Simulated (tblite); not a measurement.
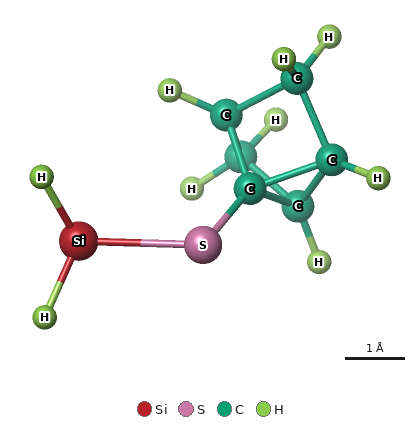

*The input geometry (ball-and-stick view, seen at a tilt).*

Bond lengths as drawn: C–C 1.47 to 1.53 Å, C–H 1.07 to 1.11 Å, C–S 1.68 Å, H–Si 1.46 to 1.47 Å and S–Si 2.16 Å.

# Geometry relaxation, with input and output: C6H9SSi (part 1 of 2)

C6H9SSi, multiplicity 2, computed with GFN2-xTB geometry optimisation, gas phase (tblite 0.8.0).

It belongs to a series of runs on one base structure; here: H removed from Si.

## Log
```
step      E/eV     max force
  0    -606.14869    3.371
  1    -606.56334    2.194
  2    -606.81769    1.279
  3    -607.00541    0.828
  4    -607.03725    0.436
  5    -607.05600    0.365
  6    -607.06733    0.352
  7    -607.07861    0.284
  8    -607.08770    0.253
  9    -607.09776    0.260
 10    -607.10726    0.221
 11    -607.11402    0.186
 12    -607.11828    0.153
 13    -607.12178    0.163
 14    -607.12543    0.174
 15    -607.12953    0.196
 16    -607.13281    0.129
 17    -607.13486    0.086
 18    -607.13623    0.092
 19    -607.13733    0.082
 20    -607.13815    0.067
 21    -607.13870    0.060
 22    -607.13912    0.049
 23    -607.13945    0.038
 24    -607.13967    0.036
 25    -607.13982    0.039
 26    -607.13998    0.042
 27    -607.14026    0.050
 28    -607.14068    0.058
 29    -607.14116    0.049
 30    -607.14153    0.048
 31    -607.14177    0.043
 32    -607.14199    0.040
 33    -607.14225    0.044
 34    -607.14255    0.048
 35    -607.14287    0.047
 36    -607.14320    0.042
 37    -607.14354    0.045
 38    -607.14388    0.047
 39    -607.14422    0.060
 40    -607.14466    0.063
 41    -607.14525    0.067
 42    -607.14591    0.066
 43    -607.14652    0.054
 44    -607.14700    0.046
 45    -607.14741    0.055
 46    -607.14789    0.068
 47    -607.14849    0.059
 48    -607.14914    0.055
 49    -607.14968    0.047
 50    -607.15007    0.038
 51    -607.15039    0.040
 52    -607.15068    0.045
 53    -607.15093    0.047
 54    -607.15122    0.046
 55    -607.15168    0.059
 56    -607.15207    0.064
 57    -607.15247    0.059
 58    -607.15287    0.043
 59    -607.15318    0.041
 60    -607.15338    0.031
 61    -607.15357    0.038
 62    -607.15384    0.051
 63    -607.15430    0.070
 64    -607.15488    0.094
 65    -607.15553    0.129
 66    -607.15661    0.090
 67    -607.15809    0.075
 68    -607.15892    0.090
 69    -607.16031    0.099
 70    -607.16152    0.113
 71    -607.16224    0.105
 72    -607.16398    0.096
 73    -607.16526    0.085
 74    -607.16651    0.090
 75    -607.16723    0.056
 76    -607.16773    0.074
 77    -607.16815    0.049
 78    -607.16844    0.052
 79    -607.16875    0.076
 80    -607.16909    0.045
 81    -607.16965    0.043
 82    -607.17008    0.041
 83    -607.17032    0.037
 84    -607.17052    0.035
 85    -607.17067    0.033
 86    -607.17083    0.031
 87    -607.17097    0.030
 88    -607.17122    0.038
 89    -607.17153    0.047
 90    -607.17189    0.047
 91    -607.17220    0.035
 92    -607.17244    0.035
 93    -607.17264    0.030
 94    -607.17282    0.025
 95    -607.17299    0.024
 96    -607.17315    0.025
 97    -607.17329    0.029
 98    -607.17335    0.049
 99    -607.17357    0.028
100    -607.17369    0.021
101    -607.17384    0.028
102    -607.17394    0.030
103    -607.17413    0.035
104    -607.17433    0.033
105    -607.17467    0.044
106    -607.17499    0.040
107    -607.17517    0.026
108    -607.17527    0.018
109    -607.17533    0.016
110    -607.17537    0.016
111    -607.17541    0.017
112    -607.17546    0.017
113    -607.17551    0.017
114    -607.17555    0.014
115    -607.17557    0.017
116    -607.17559    0.018
117    -607.17562    0.019
118    -607.17567    0.018
119    -607.17574    0.022
120    -607.17584    0.026
121    -607.17597    0.030
122    -607.17617    0.046
123    -607.17642    0.051
124    -607.17666    0.037
125    -607.17686    0.027
126    -607.17696    0.022
127    -607.17702    0.017
128    -607.17707    0.018
129    -607.17710    0.013
130    -607.17713    0.012
131    -607.17715    0.010
132    -607.17717    0.010
```

## Trajectory as extended XYZ (Å, eV, eV/Å), 13 of the 133 frames kept, from step=0 to step=132
```
17
Properties=species:S:1:pos:R:3:forces:R:3 step=0 energy=-606.14869
Si    3.0992    0.3163    0.3743    0.1270   0.1120  -0.2140
S     1.2417    0.3785    1.4734    1.9360   0.2910   2.0440
C    -0.0767    0.1922    0.4437    0.9090   0.8500   1.4740
C    -0.2287   -0.5639   -0.8349    2.2020  -1.7180  -0.0270
C    -1.3096   -1.3567   -0.1029   -1.9980   0.7290  -1.7750
C    -1.5123   -0.0880    0.7095    0.0950  -1.2780   0.8170
C    -1.0968    1.1249   -0.0605    0.3700   1.6460  -0.7640
C    -0.6452    0.7295   -1.4560   -3.2380  -0.3140  -0.8830
H     3.6092   -1.0476    0.2178   -0.1540   0.1310   0.0730
H     4.0734    1.2196    1.0051   -0.3690  -0.2280  -0.0660
H     0.6147   -1.1096   -1.2292    0.2070  -0.2600  -0.4290
H    -2.1954   -1.5965   -0.7322    0.4420  -0.6130   0.3720
H    -0.8933   -2.1838    0.4880   -0.3720   0.3630  -0.4040
H    -1.9839   -0.0824    1.6686   -0.2550   0.3420   0.1890
H    -1.2824    2.1448    0.2348   -0.1870  -0.1290   0.2560
H    -1.5626    0.5795   -2.0579    0.6750   0.4600  -0.8210
H     0.1414    1.3553   -1.8879   -0.3920  -0.3840   0.1580
17
Properties=species:S:1:pos:R:3:forces:R:3 step=11 energy=-607.11402
Si    3.0738    0.3316    0.3878   -0.0060   0.0360  -0.0470
S     1.3605    0.4384    1.6678   -0.0280   0.0350   0.0280
C     0.0229    0.2287    0.5260    0.0480  -0.0640  -0.0030
C    -0.1377   -0.5894   -0.7974    0.1000   0.0660  -0.0110
C    -1.3285   -1.3095   -0.1525    0.0170   0.0840  -0.0680
C    -1.4198   -0.1090    0.7666   -0.0770   0.1460  -0.0860
C    -1.0334    1.1326   -0.0424   -0.1320  -0.0820   0.0720
C    -0.7326    0.6702   -1.4509    0.0630  -0.0900   0.0170
H     3.5506   -1.0314    0.2080   -0.0650  -0.0330  -0.0060
H     4.0534    1.2158    0.9822    0.0620   0.0530   0.0140
H     0.6330   -1.1460   -1.3185    0.0940  -0.0370   0.0910
H    -2.1686   -1.5464   -0.8014   -0.1180   0.0220  -0.0310
H    -1.0219   -2.1968    0.4029   -0.0250   0.0310  -0.0920
H    -1.9993   -0.0163    1.6701    0.0980  -0.0710   0.0160
H    -1.3296    2.1164    0.2790    0.0620   0.0160  -0.0170
H    -1.5567    0.5291   -2.1497   -0.1050  -0.0520   0.0840
H     0.0270    1.2940   -1.9238    0.0110  -0.0610   0.0390
17
Properties=species:S:1:pos:R:3:forces:R:3 step=22 energy=-607.13912
Si    3.0660    0.3632    0.3892    0.0000   0.0270  -0.0320
S     1.3610    0.4729    1.6812   -0.0310   0.0100  -0.0010
C     0.0342    0.2182    0.5349   -0.0280   0.0160   0.0160
C    -0.1160   -0.5951   -0.7874    0.0060  -0.0160   0.0120
C    -1.3366   -1.2975   -0.1755    0.0080  -0.0030  -0.0020
C    -1.4120   -0.1115    0.7675   -0.0070  -0.0320  -0.0030
C    -1.0224    1.1251   -0.0352    0.0060  -0.0020  -0.0210
C    -0.7250    0.6511   -1.4447   -0.0050   0.0020   0.0100
H     3.4794   -1.0201    0.2035   -0.0150  -0.0040  -0.0130
H     4.0733    1.2272    0.9728    0.0160  -0.0010   0.0080
H     0.6738   -1.1576   -1.2736   -0.0080  -0.0110  -0.0150
H    -2.1840   -1.4792   -0.8400    0.0370   0.0100   0.0310
H    -1.0715   -2.2141    0.3490   -0.0250   0.0160  -0.0040
H    -1.9664   -0.0466    1.6876   -0.0060   0.0070  -0.0120
H    -1.2983    2.1192    0.2736    0.0220  -0.0280   0.0070
H    -1.5761    0.4801   -2.1065    0.0350   0.0200   0.0030
H     0.0138    1.2769   -1.9427   -0.0060  -0.0090   0.0160
17
Properties=species:S:1:pos:R:3:forces:R:3 step=33 energy=-607.14225
Si    3.0557    0.3985    0.3664    0.0060  -0.0150   0.0280
S     1.3602    0.5022    1.6780   -0.0060  -0.0150  -0.0110
C     0.0330    0.2072    0.5435   -0.0260   0.0220   0.0150
C    -0.1132   -0.6059   -0.7806   -0.0010  -0.0060   0.0200
C    -1.3406   -1.3015   -0.1746    0.0060  -0.0060  -0.0050
C    -1.4158   -0.1171    0.7690    0.0040  -0.0260   0.0080
C    -1.0189    1.1161   -0.0318    0.0180   0.0110  -0.0110
C    -0.7111    0.6459   -1.4388    0.0160  -0.0130  -0.0030
H     3.4311   -0.9966    0.1721   -0.0120   0.0230  -0.0350
H     4.0880    1.2149    0.9787   -0.0160  -0.0060  -0.0050
H     0.6728   -1.1733   -1.2674   -0.0050  -0.0020   0.0050
H    -2.1847   -1.4746   -0.8448    0.0210   0.0000   0.0250
H    -1.0886   -2.2203    0.3527   -0.0080   0.0150  -0.0230
H    -1.9810   -0.0498    1.6817    0.0050   0.0060   0.0140
H    -1.2805    2.1110    0.2830   -0.0180   0.0110  -0.0060
H    -1.5531    0.4850   -2.1138    0.0230   0.0110  -0.0010
H     0.0396    1.2706   -1.9197   -0.0050  -0.0070  -0.0140
17
Properties=species:S:1:pos:R:3:forces:R:3 step=44 energy=-607.14700
Si    3.0206    0.4471    0.3529    0.0020   0.0040   0.0010
S     1.3500    0.5025    1.7012    0.0320  -0.0220  -0.0250
C     0.0288    0.2042    0.5633   -0.0060  -0.0220   0.0290
C    -0.1032   -0.6200   -0.7567    0.0160   0.0090   0.0270
C    -1.3423   -1.3044   -0.1633    0.0020   0.0060  -0.0140
C    -1.4204   -0.1182    0.7761   -0.0220   0.0110  -0.0200
C    -1.0140    1.1099   -0.0330   -0.0010  -0.0040   0.0090
C    -0.6758    0.6342   -1.4319    0.0250  -0.0150   0.0110
H     3.3362   -0.9375    0.0212   -0.0010   0.0410   0.0020
H     4.0883    1.1865    1.0006   -0.0220  -0.0300   0.0050
H     0.6847   -1.2020   -1.2234   -0.0110   0.0270  -0.0100
H    -2.1809   -1.4630   -0.8420   -0.0050  -0.0300  -0.0050
H    -1.1029   -2.2291    0.3585   -0.0180   0.0200   0.0090
H    -1.9945   -0.0420    1.6835    0.0070   0.0100  -0.0150
H    -1.2873    2.1058    0.2696    0.0140   0.0060  -0.0030
H    -1.4954    0.4900   -2.1375    0.0090  -0.0270   0.0240
H     0.1011    1.2480   -1.8853   -0.0220   0.0150  -0.0250
17
Properties=species:S:1:pos:R:3:forces:R:3 step=55 energy=-607.15168
Si    2.9853    0.5065    0.3302    0.0370  -0.0290   0.0350
S     1.3486    0.4695    1.7226    0.0210   0.0070  -0.0040
C     0.0239    0.1950    0.5876    0.0070  -0.0120  -0.0060
C    -0.0900   -0.6315   -0.7303   -0.0020   0.0000  -0.0120
C    -1.3451   -1.3040   -0.1577   -0.0090   0.0060   0.0090
C    -1.4322   -0.1111    0.7737   -0.0150   0.0270  -0.0160
C    -0.9979    1.1103   -0.0315   -0.0100  -0.0150   0.0000
C    -0.6430    0.6212   -1.4224   -0.0150   0.0070   0.0120
H     3.2622   -0.8529   -0.1241   -0.0080   0.0570   0.0000
H     4.0832    1.1361    1.0403   -0.0140  -0.0080  -0.0020
H     0.7007   -1.2169   -1.1858    0.0020  -0.0130  -0.0010
H    -2.1692   -1.4710   -0.8517   -0.0180   0.0110  -0.0060
H    -1.1258   -2.2230    0.3811    0.0200  -0.0110   0.0100
H    -2.0219   -0.0247    1.6700    0.0020   0.0010  -0.0100
H    -1.2662    2.1117    0.2604    0.0190  -0.0270  -0.0070
H    -1.4558    0.4641   -2.1328   -0.0020   0.0230   0.0070
H     0.1362    1.2328   -1.8759   -0.0150  -0.0250  -0.0080
17
Properties=species:S:1:pos:R:3:forces:R:3 step=66 energy=-607.15661
Si    2.9723    0.6116    0.3579   -0.0200   0.0250  -0.0020
S     1.3439    0.4185    1.7518    0.0490  -0.0240  -0.0210
C     0.0312    0.1614    0.6010    0.0030   0.0710  -0.0310
C    -0.0898   -0.6676   -0.7159   -0.0170   0.0100  -0.0130
C    -1.3637   -1.3075   -0.1476   -0.0200   0.0050   0.0290
C    -1.4349   -0.1046    0.7716   -0.0340   0.0680  -0.0490
C    -0.9596    1.0980   -0.0367    0.0000   0.0390  -0.0220
C    -0.6122    0.5919   -1.4223   -0.0420   0.0300   0.0230
H     3.1701   -0.6549   -0.3356    0.0110   0.0140   0.0170
H     4.1069    1.0592    1.1412   -0.0100  -0.0100   0.0250
H     0.6963   -1.2680   -1.1593   -0.0310  -0.0440  -0.0070
H    -2.1890   -1.4690   -0.8418    0.0080   0.0040  -0.0170
H    -1.1632   -2.2178    0.4113    0.0070  -0.0630  -0.0110
H    -2.0474    0.0126    1.6491    0.0500  -0.0330   0.0200
H    -1.2042    2.1089    0.2415    0.0090  -0.0120   0.0250
H    -1.4395    0.4570   -2.1219    0.0530  -0.0350  -0.0070
H     0.1758    1.1822   -1.8905   -0.0160  -0.0460   0.0410
```
